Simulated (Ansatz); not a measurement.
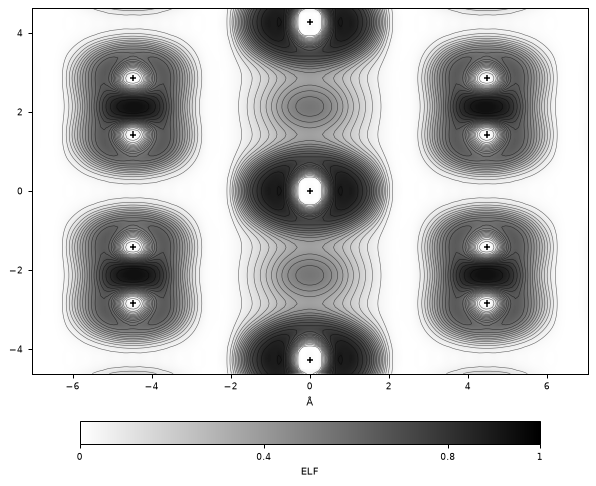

The ELF on a plane through atoms (crosses mark nuclei in the plane).

Computed with DFT PBE, scalar-relativistic, plane waves, PAW (Ansatz 0.2.0).

Candidates:
A. Zr3TiGe8, a = 5.24 Å, b = 9.15 Å, c = 8.94 Å, α = 90.00°, β = 90.00°, γ = 90.00°. Space group C222; a structure generated by program, which may or may not match a known phase; computed without spin polarisation.
B. PC4, a = 2.47 Å, b = 2.47 Å, c = 13.37 Å, α = 90.00°, β = 90.00°, γ = 120.00°. Space group P6/mmm; a structure generated by program, which may or may not match a known phase; the program warned that a starting moment wasn't kept; spin-polarised, but the moments vanished.
C. ScSbS3, a = 4.63 Å, b = 4.63 Å, c = 6.51 Å, α = 90.00°, β = 90.00°, γ = 90.00°. Space group P4mm; a structure generated by program, which may or may not match a known phase.

### Which system is this?

Candidate B: PC4 on the (110) plane of the conventional cell, which holds P and C. C–C (1.42 Å): the ELF peaks at about 0.95 between the atoms.
